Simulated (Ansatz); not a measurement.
**Nudged elastic band of CH6FOPSi (part 2 of 2)**

CH6FOPSi, SMILES CO[SiH](F)P; RKS PBE0-D4/def2-SVP (Ansatz 0.2.0). It belongs to a series of runs on one base structure; here: band between the two ends.

Geometry of the input (Å):
```
C  -1.5530  0.9070  -0.5310
O  -0.6559  -0.0943  -0.1191
Si 0.9340  0.1370  0.2490
F  1.0391  1.0886  1.5638
P  1.9033  -1.8270  0.7212
H  -2.4789  0.4268  -0.8800
H  -1.8066  1.5871  0.2997
H  -1.1453  1.5114  -1.3621
H  1.6235  0.8663  -0.8534
H  1.4495  -2.3873  -0.5133
H  0.7555  -2.2728  1.4458
```

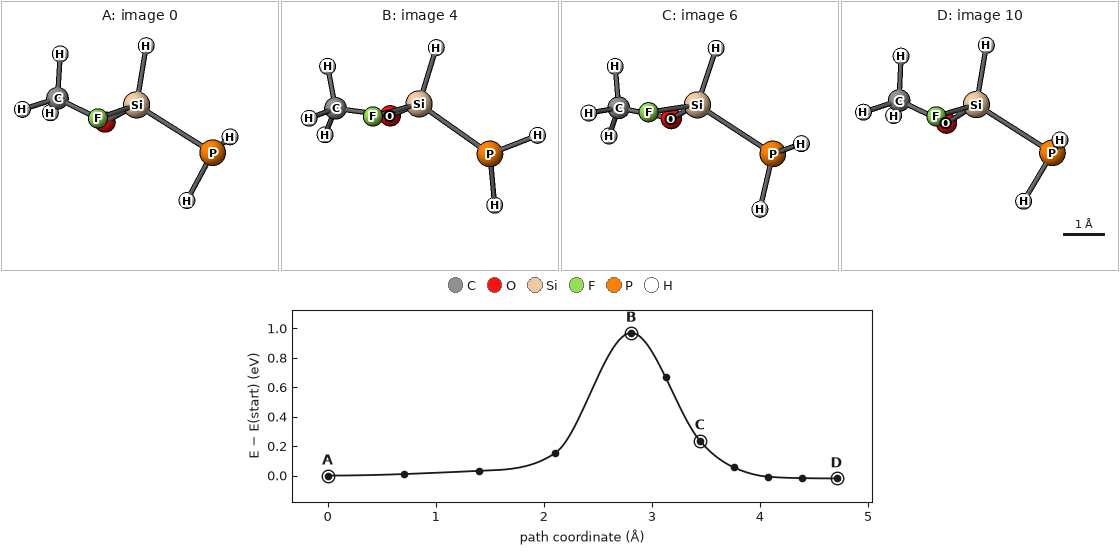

Fig. 1: Images of the last band (counted from 0; ball-and-stick, seen at a tilt) above the energy along the path; the line is a cubic interpolation that uses the forces. The highest image is number 4, 0.971 eV above the start and 0.990 eV above the end (the climbing image); the end lies 0.019 eV below the start. The path is 4.71 Å long. The band converged in 30 iterations.

```
Total energy: -23043.90895592 eV, -846.8480344077 hartree
Atom 0 at    -1.670749     1.063711    -0.461391 Å, force    -0.000038     0.000279     0.000317 eV/Å
Atom 1 at    -0.740079     0.008238    -0.457075 Å, force     0.000108    -0.000642    -0.000649 eV/Å
Atom 2 at     0.834776     0.102118     0.008330 Å, force     0.000083     0.000274    -0.000058 eV/Å
Atom 3 at     0.868277     1.228201     1.184587 Å, force     0.000382     0.000404    -0.000010 eV/Å
Atom 4 at     1.441740    -1.878284     0.608907 Å, force    -0.000262    -0.000163    -0.000286 eV/Å
Atom 5 at    -2.683137     0.638005    -0.398251 Å, force    -0.000081    -0.000060     0.000213 eV/Å
Atom 6 at    -1.522224     1.746879     0.390948 Å, force    -0.000081    -0.000028    -0.000057 eV/Å
Atom 7 at    -1.601279     1.647694    -1.395508 Å, force    -0.000125    -0.000134     0.000126 eV/Å
Atom 8 at     1.806414     0.572290    -1.011082 Å, force     0.000054     0.000065     0.000177 eV/Å
Atom 9 at     2.721755    -2.366716     0.326308 Å, force     0.000260    -0.000050     0.000399 eV/Å
Atom 10 at     0.609906    -2.819136     1.224827 Å, force    -0.000300     0.000055    -0.000170 eV/Å
Dipole moment:    -0.087028    -0.066025    -0.142261 e Å
this run last wrote the band of iteration 30 to [file]; this run last wrote the band within `neb.f_tol` of iteration 27 to [file]
```

The last band as extended XYZ (Å, eV, eV/Å)
```
11
Properties=species:S:1:pos:R:3:forces:R:3 image=0 energy=-23044.87960
C    -1.5530    0.9070   -0.5310    0.0117  -0.0060  -0.0008
O    -0.6559   -0.0943   -0.1191   -0.0093   0.0091   0.0011
Si    0.9340    0.1370    0.2490   -0.0013   0.0094  -0.0011
F     1.0391    1.0886    1.5638   -0.0019  -0.0065  -0.0063
P     1.9033   -1.8270    0.7212    0.0069  -0.0044   0.0008
H    -2.4789    0.4268   -0.8800   -0.0003  -0.0013  -0.0001
H    -1.8066    1.5871    0.2997   -0.0014   0.0015  -0.0002
H    -1.1453    1.5114   -1.3621    0.0001  -0.0048   0.0058
H     1.6235    0.8663   -0.8534    0.0000  -0.0014   0.0020
H     1.4495   -2.3873   -0.5133   -0.0014   0.0018   0.0019
H     0.7555   -2.2728    1.4458   -0.0033   0.0025  -0.0030
11
Properties=species:S:1:pos:R:3:forces:R:3 image=1 energy=-23044.86949
C    -1.5685    0.9198   -0.4949    0.0003   0.0059  -0.0011
O    -0.6697   -0.0981   -0.1287   -0.0087  -0.0085  -0.0076
Si    0.9210    0.1236    0.2433    0.0109   0.0090   0.0131
F     1.0055    1.1927    1.4665    0.0017  -0.0053   0.0022
P     1.8143   -1.8251    0.9036    0.0035   0.0037  -0.0126
H    -2.5530    0.4667   -0.6820    0.0008  -0.0034  -0.0034
H    -1.6781    1.6708    0.3058   -0.0021  -0.0005  -0.0025
H    -1.2482    1.4387   -1.4164    0.0039  -0.0046  -0.0006
H     1.6686    0.7365   -0.8914    0.0001   0.0070   0.0042
H     1.8497   -2.3015   -0.4438   -0.0144  -0.0053  -0.0073
H     0.5237   -2.3811    1.1585    0.0040   0.0021   0.0156
11
Properties=species:S:1:pos:R:3:forces:R:3 image=2 energy=-23044.84767
C    -1.5993    0.9526   -0.4623    0.0075   0.0200   0.0021
O    -0.6972   -0.0858   -0.1687   -0.0140  -0.0400   0.0103
Si    0.8992    0.0969    0.1982    0.0185   0.0072   0.0056
F     1.0112    1.2676    1.3224    0.0044   0.0112   0.0111
P     1.6745   -1.8284    1.0652    0.0036   0.0024  -0.0049
H    -2.6121    0.5288   -0.5262    0.0023  -0.0068  -0.0049
H    -1.5948    1.7270    0.3233   -0.0043   0.0011  -0.0057
H    -1.3671    1.4362   -1.4281    0.0100  -0.0135  -0.0024
H     1.6938    0.5852   -0.9646   -0.0039   0.0030   0.0041
H     2.2273   -2.2446   -0.1849   -0.0186   0.0037  -0.0141
H     0.4301   -2.4925    0.8462   -0.0055   0.0116  -0.0012
11
Properties=species:S:1:pos:R:3:forces:R:3 image=3 energy=-23044.72529
C    -1.6435    1.0353   -0.4628    0.0183  -0.0349   0.0046
O    -0.7243   -0.0353   -0.4301    0.0185  -0.0500   0.0283
Si    0.8495    0.0591    0.0509    0.0287  -0.0335   0.0180
F     0.8956    1.2296    1.1832    0.0275  -0.0050  -0.0020
P     1.6039   -1.7953    1.0929    0.1536   0.0853   0.4921
H    -2.6629    0.6257   -0.4041    0.0149  -0.0220  -0.0074
H    -1.4963    1.7269    0.3832    0.0162  -0.0266  -0.0088
H    -1.5596    1.6127   -1.4004    0.0378  -0.0483  -0.0055
H     1.7753    0.5188   -1.0230   -0.0376  -0.0433  -0.0227
H     2.4944   -2.3192    0.1123   -0.2178   0.0693  -0.2140
H     0.5334   -2.7153    0.9185   -0.0602   0.1090  -0.2825
11
Properties=species:S:1:pos:R:3:forces:R:3 image=4 energy=-23043.90893
C    -1.6707    1.0637   -0.4614    0.0000   0.0003   0.0003
O    -0.7401    0.0082   -0.4571    0.0001  -0.0006  -0.0006
Si    0.8348    0.1021    0.0083    0.0001   0.0003  -0.0001
F     0.8683    1.2282    1.1846    0.0004   0.0004   0.0000
P     1.4417   -1.8783    0.6089   -0.0003  -0.0002  -0.0003
H    -2.6831    0.6380   -0.3983   -0.0001  -0.0001   0.0002
H    -1.5222    1.7469    0.3909   -0.0001   0.0000  -0.0001
H    -1.6013    1.6477   -1.3955   -0.0001  -0.0001   0.0001
H     1.8064    0.5723   -1.0111    0.0001   0.0001   0.0002
H     2.7218   -2.3667    0.3263    0.0003  -0.0001   0.0004
H     0.6099   -2.8191    1.2248   -0.0003   0.0001  -0.0002
11
Properties=species:S:1:pos:R:3:forces:R:3 image=5 energy=-23044.21120
C    -1.6715    1.0557   -0.4612    0.0148  -0.0055   0.0066
O    -0.7342    0.0067   -0.4477    0.0368   0.0158   0.0451
Si    0.8406    0.1044    0.0272    0.0306   0.0092   0.1009
F     0.8752    1.2301    1.2019    0.0535  -0.0189   0.1080
P     1.3719   -1.9817    0.3757   -0.3873  -0.5597  -1.1875
H    -2.6824    0.6256   -0.3971    0.0150  -0.0067   0.0007
H    -1.5293    1.7444    0.3878   -0.0069   0.0090   0.0006
H    -1.6060    1.6363   -1.3981    0.0157  -0.0113   0.0028
H     1.7991    0.5766   -1.0081   -0.0223   0.0047   0.0246
H     2.7412   -2.3003    0.4293    0.0555   0.2762   0.4955
H     0.6609   -2.7548    1.3109    0.1946   0.2873   0.4027
11
Properties=species:S:1:pos:R:3:forces:R:3 image=6 energy=-23044.64115
C    -1.6663    1.0526   -0.4733    0.0086   0.0033   0.0011
O    -0.7312    0.0042   -0.4445    0.0003  -0.0035   0.0202
Si    0.8446    0.0729    0.0291    0.0129  -0.0861  -0.0136
F     0.8980    1.1594    1.2430    0.1057  -0.2182   0.1101
P     1.3239   -2.1024    0.2018   -0.1464  -0.3881  -0.5590
H    -2.6775    0.6220   -0.4169    0.0077   0.0043  -0.0022
H    -1.5341    1.7444    0.3751   -0.0002   0.0062  -0.0014
H    -1.5927    1.6303   -1.4112    0.0223  -0.0090  -0.0010
H     1.7930    0.5936   -0.9952   -0.0385   0.0481   0.0004
H     2.7019   -2.1981    0.5461   -0.1174   0.2936   0.2907
H     0.7057   -2.6359    1.3667    0.1450   0.3494   0.1546
11
Properties=species:S:1:pos:R:3:forces:R:3 image=7 energy=-23044.82417
C    -1.6599    1.0529   -0.4897    0.0044   0.0069  -0.0021
O    -0.7401   -0.0070   -0.4533   -0.0100  -0.0225  -0.0106
Si    0.8405    0.0173    0.0024   -0.0065  -0.0576  -0.0276
F     0.9368    0.9778    1.3157    0.0687  -0.1906   0.0581
P     1.3243   -2.1727    0.1298   -0.0003  -0.0933  -0.0821
H    -2.6761    0.6329   -0.4496   -0.0037   0.0190  -0.0043
H    -1.5339    1.7387    0.3650    0.0085  -0.0007   0.0005
H    -1.5661    1.6344   -1.4233    0.0194  -0.0004  -0.0001
H     1.7667    0.6374   -0.9868   -0.0457   0.0343  -0.0225
H     2.6571   -2.0748    0.6311   -0.0488   0.1388   0.0687
H     0.7160   -2.4940    1.3794    0.0140   0.1661   0.0221
11
Properties=species:S:1:pos:R:3:forces:R:3 image=8 energy=-23044.88733
C    -1.6490    1.0567   -0.5026    0.0049   0.0057  -0.0027
O    -0.7732   -0.0391   -0.4376    0.0041  -0.0273   0.0010
Si    0.8189   -0.0405   -0.0223    0.0038   0.0056   0.0020
F     0.9735    0.7795    1.3764    0.0142  -0.0422   0.0117
P     1.3617   -2.2099    0.1097   -0.0009  -0.0228  -0.0047
H    -2.6816    0.6773   -0.5043   -0.0032   0.0134  -0.0058
H    -1.5303    1.7316    0.3619    0.0043  -0.0015   0.0034
H    -1.4969    1.6411   -1.4271    0.0175  -0.0011   0.0014
H     1.6869    0.6829   -0.9944   -0.0323   0.0085  -0.0166
H     2.6422   -1.9551    0.6906   -0.0058   0.0451   0.0073
H     0.7134   -2.3816    1.3703   -0.0068   0.0166   0.0030
11
Properties=species:S:1:pos:R:3:forces:R:3 image=9 energy=-23044.89719
C    -1.6420    1.0541   -0.5034    0.0008   0.0019  -0.0014
O    -0.8175   -0.0727   -0.3470   -0.0022  -0.0073   0.0014
Si    0.7950   -0.0611   -0.0161   -0.0064   0.0041   0.0084
F     1.0319    0.7388    1.3823    0.0055  -0.0025  -0.0013
P     1.3957   -2.2139    0.1099    0.0041   0.0046   0.0000
H    -2.6747    0.7117   -0.6640   -0.0002   0.0035  -0.0044
H    -1.6261    1.6984    0.3921   -0.0026   0.0009   0.0008
H    -1.3423    1.6622   -1.3758    0.0070  -0.0014   0.0016
H     1.5735    0.6928   -1.0395   -0.0070  -0.0009  -0.0046
H     2.6458   -1.8858    0.7214    0.0029   0.0001  -0.0012
H     0.7260   -2.3815    1.3606   -0.0019  -0.0029   0.0006
11
Properties=species:S:1:pos:R:3:forces:R:3 image=10 energy=-23044.89893
C    -1.6445    1.0537   -0.5047    0.0007   0.0012   0.0017
O    -0.8427   -0.0755   -0.2685    0.0017   0.0013   0.0014
Si    0.7813   -0.0641    0.0010    0.0043   0.0059  -0.0088
F     1.0876    0.7433    1.3809   -0.0017  -0.0022  -0.0014
P     1.3936   -2.2142    0.1175   -0.0013   0.0004   0.0008
H    -2.6345    0.7165   -0.8454    0.0014   0.0008   0.0010
H    -1.7782    1.6521    0.4126   -0.0008  -0.0009  -0.0027
H    -1.2168    1.7077   -1.2864   -0.0015  -0.0014   0.0008
H     1.5039    0.6847   -1.0670   -0.0037  -0.0035   0.0058
H     2.6579   -1.8790    0.6950    0.0004  -0.0002   0.0012
H     0.7577   -2.3823    1.3857    0.0006  -0.0014   0.0001
```

Summary

- outcome: converged
- barrier, forward: 0.971 eV
- barrier, backward: 0.990 eV
- wall time: 6.2 min (CPU time 12 min)
- peak memory: 0.27 GiB

Notes

The order of the saddle point was not checked.
